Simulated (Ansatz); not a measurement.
Consider Si₅C₃.

Input file:

```
crystal:
  lattice:
    - [-4.859833, 4.592489, 0.067428]
    - [-4.745835, 0.181427, 4.767377]
    - [0.201763, 4.86168, 5.150567]
  atoms:
    - { symbol: C, position: [0.4895585316, 0.9950867396, 0.0156566836] }
    - { symbol: C, position: [0.9748481716, 0.4938319719, 0.048283601] }
    - { symbol: C, position: [0.0905425506, 0.484983688, 0.3621402947] }
    - { symbol: C, position: [0.0015065414, 0.3991810545, 0.2837313942] }
    - { symbol: C, position: [0.3440279517, 0.3503317376, 0.3894230181] }
    - { symbol: C, position: [0.843298979, 0.3877942572, 0.0189863583] }
    - { symbol: Si, position: [0.9707943623, 0.0984199304, 0.9644493517] }
    - { symbol: Si, position: [0.923022216, 0.0930934302, 0.4801243415] }
    - { symbol: Si, position: [0.5155399908, 0.4653627154, 0.0662842563] }
    - { symbol: Si, position: [0.4959465617, 0.9891991792, 0.4961440764] }
    - { symbol: Si, position: [0.4856729998, 0.4253756381, 0.5135539487] }
    - { symbol: Si, position: [0.9231402707, 0.8256304199, 0.3490598689] }
    - { symbol: Si, position: [0.3752041753, 0.8571714635, 0.3371863751] }
    - { symbol: Si, position: [0.836763413, 0.885713942, 0.8919918963] }
    - { symbol: Si, position: [0.3840727376, 0.8920311991, 0.8871133035] }
    - { symbol: Si, position: [0.3485212637, 0.3544645689, 0.9106914538] }
basis:
  ecutwfc: 420
kpoints:
  mp_grid: { grid: [6, 6, 6] }
hamiltonian:
  xc: pbe
scf:
  occupations: { method: gaussian, width: 0.1 }
  n_extra_bands: 8
output:
  forces: true
  stress: true
  eigenvalues: true
  populations: true
  dos:
    method: { smearing: { sigma: 0.1, scheme: gaussian } }
    projected: true
    de: 0.02
  write_density: true
  write_potential: true
  elf: true
  volumetric_format: npy
```

Command:

```sh
ansatz run input.yaml --threads 4 --pin off --max-ram 9216MiB --backend cpu --events-out ev --progress --plain --runs-dir out
```

Below, planes, directions and counts refer to the conventional cell (a = 6.45 Å, b = 6.69 Å, c = 6.82 Å, α = 93.17°, β = 114.56°, γ = 118.39°).

Space group P1; a generated structure, not necessarily the stable one.

Level of theory: DFT PBE, scalar-relativistic, plane waves, PAW in Ansatz.

What can the converged valence pseudo-density and electron localisation function tell about the bonding?

C–C (1.41 Å): ρ is about 2 e/Å³ halfway; the ELF peaks at about 0.90 between the atoms.
Si–C (1.83 Å): the density is about 0.93 e/Å³ at the midpoint; the ELF peaks at about 0.90 between the atoms.
Si–Si (2.26 Å): the density is about 0.64 e/Å³ at the midpoint; the ELF peaks at about 0.95 between the atoms.

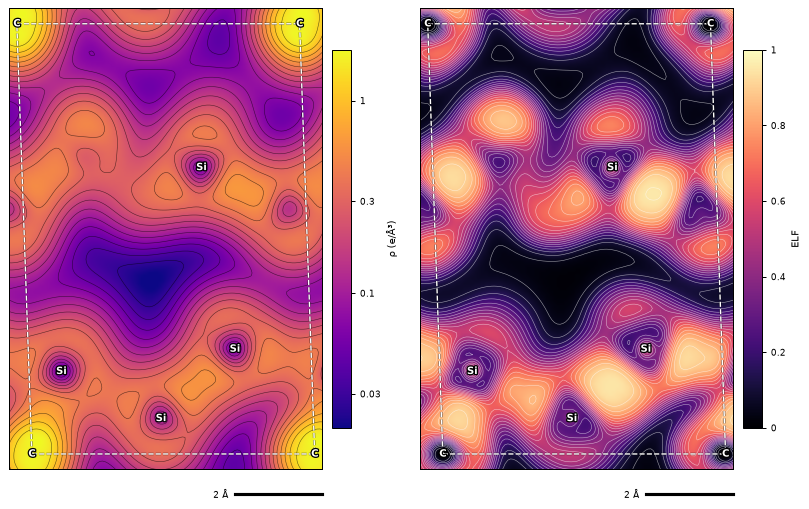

Computed valence pseudo-density and electron localisation function on the (011) plane of the conventional cell, in this order. Atoms just off the plane (Si, 0.3 Å away) can leave unmarked features too.
